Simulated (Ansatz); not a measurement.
# AlSiH (triplet): correlated methods under varied settings at scale of all distances = 0.874

Aim: run AlSiH (triplet) at one geometry under a spread of methods and options, and see what each costs and gives.

Method: the settings change from run to run; program: Ansatz 0.2.0, Gaussian basis.

16 further runs of the same task are left out: 15 that didn't finish, 1 set aside as unsound or not needed.

## Step 1: The system

The geometry derives from a PBE0/def2-TZVP stationary point (not a proven minimum). All distances are scaled together.

3 atoms, charge 0, spin multiplicity 3.

Atoms are counted from 1 here; the program's logs count them from 0.

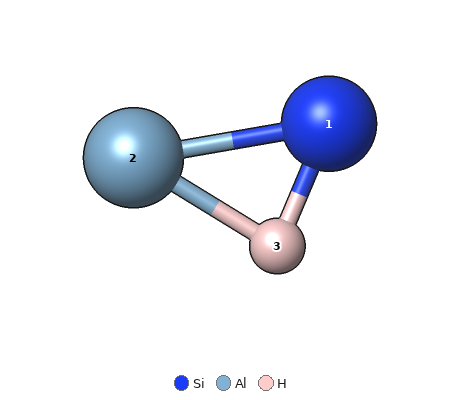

The geometry (silicon blue, aluminium light blue, hydrogen pink); atoms are numbered from 1 in the order of the file.

Coordinates:

```xyz
3
AlHSi
Si    0.0000   -0.0314    1.0186
Al    0.0000   -0.0103   -1.0705
H     0.0000    1.1517    0.2757
```

## Step 2: MRCISD+Q(4,3)/6-31G

Contents of in.yaml:

```yaml
crystal:
  periodic: [false, false, false]
  atoms:
    - {symbol: Si, position_ang: [0.000000, -0.031430, 1.018570]}
    - {symbol: Al, position_ang: [0.000000, -0.010307, -1.070544]}
    - {symbol: H, position_ang: [0.000000, 1.151690, 0.275687]}
basis:
  gaussian: {orbitals: 6-31G, fitting: {mean_field: def2-universal-jkfit}}
magnetization: {spin_polarized: false, initial_magnetization: 2}
correlation: {method: fic_mrcisd_q, electrons: all, active_space: {window: {electrons: 4, orbitals: 3}}}
accuracy: high
```

Command:

```bash
ansatz run in.yaml --threads 1 --pin off --events-out ev --progress --plain --max-ram 2393MiB
```

The program printed (excerpt; [...] marks lines left out):

```text
Functional definition: HF
  name "HF"
  cite "Fock, Z. Phys. 61, 126 (1930) doi:10.1007/BF01340294"
  parent pbe
[...]
274 factors; integrals over basis functions are off by at most 6.1e-2 eV
[...]
mean field -14455.45786990 eV, -531.2282784574 hartree, gradient 2.1e-8 eV, S^2 2.000000; 2 other end points of the search recorded, 0 dependent functions left out
reference -14455.45786990 eV, -531.2282784574 hartree; 15, 13 occupied and 13, 15 virtual orbitals, 274 factors
state -14455.45786990 eV, -531.2282784574 hartree
contracted CI cycle   1: correlation 0.00000000 eV, 0.0000000000 hartree, residual 1.11e1 eV
contracted CI cycle   2: correlation -2.46891456 eV, -0.0907309365 hartree, residual 2.31e0 eV
contracted CI cycle   3: correlation -2.62728221 eV, -0.0965508404 hartree, residual 6.38e-1 eV
contracted CI cycle   4: correlation -2.64116026 eV, -0.0970608491 hartree, residual 2.04e-1 eV
contracted CI cycle   5: correlation -2.64243312 eV, -0.0971076261 hartree, residual 6.96e-2 eV
contracted CI cycle   6: correlation -2.64255425 eV, -0.0971120777 hartree, residual 2.14e-2 eV
contracted CI cycle   7: correlation -2.64256569 eV, -0.0971124978 hartree, residual 6.74e-3 eV
contracted CI cycle   8: correlation -2.64256689 eV, -0.0971125419 hartree, residual 2.37e-3 eV
contracted CI cycle   9: correlation -2.64256701 eV, -0.0971125465 hartree, residual 8.11e-4 eV
contracted CI cycle  10: correlation -2.64256703 eV, -0.0971125470 hartree, residual 2.83e-4 eV
contracted CI cycle  11: correlation -2.64256703 eV, -0.0971125471 hartree, residual 9.82e-5 eV
contracted CI cycle  12: correlation -2.64256703 eV, -0.0971125471 hartree, residual 3.41e-5 eV
contracted CI cycle  13: correlation -2.64256703 eV, -0.0971125471 hartree, residual 9.96e-6 eV
contracted CI cycle  14: correlation -2.64256703 eV, -0.0971125471 hartree, residual 3.09e-6 eV
state -14455.45786990 eV, -531.2282784574 hartree; corrected -14458.37347052 eV, -531.3354248042 hartree
WARN: 1 active orbitals are nearly empty or full. The corrections depend on them more than the energy does, and are more stable in an active space without them
Total energy: -14458.37347052 eV, -531.3354248042 hartree
```

Wall time 1 s (1 thread of Intel Xeon Platinum 8488C, shared host).

From the report: 4 determinants; active occupations 2.00, 1.00, 1.00. The report marks this result as in doubt.

## Step 3: CASCI(4,3)/6-31G

Contents of in.yaml:

```yaml
crystal:
  periodic: [false, false, false]
  atoms:
    - {symbol: Si, position_ang: [0.000000, -0.031430, 1.018570]}
    - {symbol: Al, position_ang: [0.000000, -0.010307, -1.070544]}
    - {symbol: H, position_ang: [0.000000, 1.151690, 0.275687]}
basis:
  gaussian: {orbitals: 6-31G}
magnetization: {spin_polarized: false, initial_magnetization: 2}
correlation: {active_space: {window: {electrons: 4, orbitals: 3}, fixed_orbitals: true, states: [{multiplicity: 3, weights: [1, 1, 1]}], root: 1}}
scf: {lower_state_search: off}
```

The command is unchanged.

The program printed (excerpt; [...] marks lines left out):

```text
Functional definition: HF
  name "HF"
  cite "Fock, Z. Phys. 61, 126 (1930) doi:10.1007/BF01340294"
  parent pbe
[...]
563 factors; integrals over basis functions are off by at most 1.1e-7 eV
[...]
mean field -14455.45805524 eV, -531.2282852688 hartree, gradient 1.1e-6 eV, S^2 2.000000; 0 other end points of the search recorded, 0 dependent functions left out
reference -14455.45805524 eV, -531.2282852688 hartree; 15, 13 occupied and 13, 15 virtual orbitals, 563 factors
state -14455.45805524 eV, -531.2282852688 hartree
state -14452.92213673 eV, -531.1350919824 hartree
state -14451.99625809 eV, -531.1010665700 hartree
Total energy: -14452.92213673 eV, -531.1350919824 hartree
Checks for a lower state left out: stability, starts, cluster_reference, orbital_swaps, neighbouring_geometries, increment
```

Run time: 0.33 s. Hardware: 1 thread of Intel Xeon Platinum 8488C, shared host.

From the report: 4 determinants; active occupations (of the averaged states) 1.33, 1.33, 1.33.

## Step 4: MP2 on UHF/6-31G

Contents of in.yaml:

```yaml
crystal:
  periodic: [false, false, false]
  atoms:
    - {symbol: Si, position_ang: [0.000000, -0.031430, 1.018570]}
    - {symbol: Al, position_ang: [0.000000, -0.010307, -1.070544]}
    - {symbol: H, position_ang: [0.000000, 1.151690, 0.275687]}
basis:
  gaussian: {orbitals: 6-31G}
magnetization: {spin_polarized: true, initial_magnetization: 2}
correlation: {method: mp2, electrons: outside_noble_gas}
```

Same command.

The program printed:

```text
Functional definition: HF
  name "HF"
  cite "Fock, Z. Phys. 61, 126 (1930) doi:10.1007/BF01340294"
  parent pbe
  exchange = exact_x
  correlation = 0
310 factors; integrals over basis functions are off by at most 1.7e-4 eV
mean field evaluation 1: about -14455.0813 eV, gradient 5.8e0 eV
mean field evaluation 2: about -14455.0882 eV, gradient 5.8e0 eV
mean field evaluation 4: about -14455.5840 eV, gradient 9.7e-1 eV
mean field evaluation 8: about -14455.6116 eV, gradient 8.0e-3 eV
mean field evaluation 16: about -14455.5873 eV, gradient 5.0e-1 eV
mean field -14455.61156928 eV, -531.2339268054 hartree, gradient 1.3e-6 eV, S^2 2.039267; 4 other end points of the search recorded, 0 dependent functions left out
10 core orbitals not correlated: weight in the atoms' cores, before any rotation towards them, 1.000 or more for the frozen orbitals, at most 0.000 for the correlated occupied ones
reference -14455.61156928 eV, -531.2339268054 hartree; 5, 3 occupied and 13, 15 virtual orbitals, 310 factors
second order -1.80584232 eV of doubles, -0.00000000 eV of singles
Total energy: -14457.41741160 eV, -531.3002902867 hartree
```

Run time: 0.36 s. Hardware: 1 thread of Intel Xeon Platinum 8488C, shared host.

From the report: ⟨S²⟩ of the determinant 2.039 (pure triplet: 2.00).

## Step 5: BCCD/6-31G

Changes to in.yaml since step 4:

```diff
@@ -9,2 +9,4 @@
 magnetization: {spin_polarized: true, initial_magnetization: 2}
-correlation: {method: mp2, electrons: outside_noble_gas}
+hamiltonian: {xc: {name: B3LYP}, pseudopotentials: {relativity: scalar}}
+correlation: {method: bccd, electrons: outside_noble_gas}
+scf: {lower_state_search: off}
```

Same command.

The program printed (excerpt; [...] marks lines left out):

```text
Functional definition: B3LYP
  name "B3LYP"
  cite "Stephens, Devlin, Chabalowski & Frisch, J. Phys. Chem. 98, 11623 (1994) doi:10.1021/j100096a001"
  cite "Becke, Phys. Rev. A 38, 3098 (1988) doi:10.1103/PhysRevA.38.3098"
  cite "Lee, Yang & Parr, Phys. Rev. B 37, 785 (1988) doi:10.1103/PhysRevB.37.785"
  cite "Vosko, Wilk & Nusair, Can. J. Phys. 58, 1200 (1980) doi:10.1139/p80-159"
[...]
313 factors; integrals over basis functions are off by at most 1.7e-4 eV
[...]
mean field -14511.96369908 eV, -533.3048293788 hartree, gradient 8.5e-6 eV, S^2 2.004313; 0 other end points of the search recorded, 0 dependent functions left out
10 core orbitals not correlated: weight in the atoms' cores, before any rotation towards them, 1.000 or more for the frozen orbitals, at most 0.000 for the correlated occupied ones
reference -14480.99543651 eV, -532.1667667205 hartree; 5, 3 occupied and 13, 15 virtual orbitals, 313 factors
second order -2.01140078 eV of doubles, -0.11726342 eV of singles
cycle   1  -2.44803416 eV  change   -3.2e-1 eV  update   7.0e-2
[...]
cycle  12  -2.63727455 eV  change   -1.9e-6 eV  update   6.7e-6
Total energy: -14483.63271106 eV, -532.2636847727 hartree
Relativity: scalar
Checks for a lower state left out: stability, starts, cluster_reference, orbital_swaps, neighbouring_geometries, increment
```

Run time: 0.87 s. Hardware: 1 thread of Intel Xeon Platinum 8488C, shared host.

From the report: ⟨S²⟩ of the determinant 2.004 (pure triplet: 2.00); correlation -2.6373 eV; largest double amplitude 0.11.

## Step 6: BCCD(T)/6-31G

Contents of in.yaml:

```yaml
crystal:
  periodic: [false, false, false]
  atoms:
    - {symbol: Si, position_ang: [0.000000, -0.031430, 1.018570]}
    - {symbol: Al, position_ang: [0.000000, -0.010307, -1.070544]}
    - {symbol: H, position_ang: [0.000000, 1.151690, 0.275687]}
basis:
  gaussian: {orbitals: 6-31G}
magnetization: {spin_polarized: false, initial_magnetization: 2}
hamiltonian: {xc: {name: r2SCAN}}
correlation: {method: bccd_t, electrons: outside_noble_gas}
output: {forces: true}
```

Same command.

The program printed (excerpt; [...] marks lines left out):

```text
Functional definition: r2SCAN
  name "r2SCAN"
  cite "Furness, Kaplan, Ning, Perdew & Sun, J. Phys. Chem. Lett. 11, 8208 (2020) doi:10.1021/acs.jpclett.0c02405"
  cite "Furness, Kaplan, Ning, Perdew & Sun, J. Phys. Chem. Lett. 11, 9248 (2020) doi:10.1021/acs.jpclett.0c03077"
  parent r2scan
[...]
310 factors; integrals over basis functions are off by at most 1.7e-4 eV
[...]
mean field -14483.72600342 eV, -532.2671132037 hartree, gradient 7.9e-6 eV, S^2 2.000000; 0 other end points of the search recorded, 0 dependent functions left out
[...]
10 core orbitals not correlated: weight in the atoms' cores, before any rotation towards them, 1.000 or more for the frozen orbitals, at most 0.000 for the correlated occupied ones
reference -14455.26863239 eV, -531.2213241074 hartree; 5, 3 occupied and 13, 15 virtual orbitals, 310 factors
second order -2.08210078 eV of doubles, -0.16557580 eV of singles
cycle   1  -2.55627121 eV  change   -3.1e-1 eV  update   7.1e-2
[...]
cycle  15  -2.74154906 eV  change   -1.4e-7 eV  update   4.2e-7
perturbative correction -0.08141788 eV, -0.0029920519 hartree
[...]
Total energy: -14458.09159933 eV, -531.3250662289 hartree
Atom 0 at     0.000000    -0.031430     1.018570 Å, force     0.000000    -3.454514     7.741805 eV/Å
Atom 1 at     0.000000    -0.010307    -1.070544 Å, force    -0.000000    -0.672868    -6.453562 eV/Å
Atom 2 at     0.000000     1.151690     0.275687 Å, force     0.000000     4.127382    -1.288243 eV/Å
Dipole moment:     0.000000     0.034093    -0.209928 e Å
```

It took 3.4 s on 1 thread of Intel Xeon Platinum 8488C, shared host.

From the report: correlation -2.8230 eV; largest double amplitude 0.11.

## Step 7: CASSCF(4,7)/6-31G

Changes to in.yaml since step 6:

```diff
@@ -9,4 +9,2 @@
 magnetization: {spin_polarized: false, initial_magnetization: 2}
-hamiltonian: {xc: {name: r2SCAN}}
-correlation: {method: bccd_t, electrons: outside_noble_gas}
-output: {forces: true}
+correlation: {active_space: {window: {electrons: 4, orbitals: 7}, states: [{multiplicity: 3, weights: [0.5, 0.5, 1, 1]}], root: 3}}
```

Launched as before.

The program printed:

```text
Functional definition: HF
  name "HF"
  cite "Fock, Z. Phys. 61, 126 (1930) doi:10.1007/BF01340294"
  parent pbe
  exchange = exact_x
  correlation = 0
563 factors; integrals over basis functions are off by at most 1.1e-7 eV
mean field evaluation 1: about -14455.1002 eV, gradient 6.4e0 eV
mean field evaluation 2: about -14455.1064 eV, gradient 6.4e0 eV
mean field evaluation 4: about -14455.4421 eV, gradient 1.3e0 eV
mean field evaluation 8: about -14455.4581 eV, gradient 4.5e-3 eV
mean field evaluation 16: about -14455.4511 eV, gradient 2.3e-1 eV
mean field -14455.45805524 eV, -531.2282852688 hartree, gradient 1.1e-6 eV, S^2 2.000000; 2 other end points of the search recorded, 0 dependent functions left out
reference -14455.45805524 eV, -531.2282852688 hartree; 15, 13 occupied and 13, 15 virtual orbitals, 563 factors
state -14456.39386339 eV, -531.2626755840 hartree
state -14454.49795335 eV, -531.1930021750 hartree
state -14453.83763154 eV, -531.1687357962 hartree
state -14453.36276578 eV, -531.1512848013 hartree
Total energy: -14453.36276578 eV, -531.1512848013 hartree
```

It took 2.7 s on 1 thread of Intel Xeon Platinum 8488C, shared host.

From the report: 441 determinants; active occupations (of the averaged states) 1.55, 0.98, 0.90, 0.34, 0.21, 0.01, 0.01.

## Step 8: All runs side by side

Where basis and cores are those of an earlier FCI/6-31G run (-14458.1831 eV), and the state is the same kind, the miss against it is given. † marks a result that the program doubts.

| level | correlated | functions | energy (eV) | from FCI (meV) | time |
| --- | --- | --- | --- | --- | --- |
| MRCISD+Q(4,3)/6-31G † | all | 28 | -14458.3735 |  | 1 s |
| CASCI(4,3)/6-31G (excited root 1 of an average) |  | 28 | -14452.9221 |  | 0.33 s |
| MP2 on UHF/6-31G | outside noble gas | 28 | -14457.4174 | 765.6 | 0.36 s |
| BCCD/6-31G (on B3LYP orbitals, relativity set) | outside noble gas | 28 | -14483.6327 |  | 0.87 s |
| BCCD(T)/6-31G (on r2SCAN orbitals) | outside noble gas | 28 | -14458.0916 | 91.5 | 3.4 s |
| CASSCF(4,7)/6-31G (excited root 3 of an average) |  | 28 | -14453.3628 |  | 2.7 s |

## Step 9: Summary of results

```
quantity                                                    value
    runs                                                        6
quickest  CASCI(4,3)/6-31G (excited root 1 of an average), 0.33 s
 slowest                BCCD(T)/6-31G (on r2SCAN orbitals), 3.4 s
```

What this shows: Total energies in different bases, with other cores or another treatment of relativity can't be set against each other. BCCD(T)/6-31G (on r2SCAN orbitals) took 10 times as long as CASCI(4,3)/6-31G (excited root 1 of an average); the jobs differ in more than the method. Among the correlated runs with a miss given, it spans +91 to +766 meV. Cores frozen from Kohn-Sham orbitals shift the total energy.
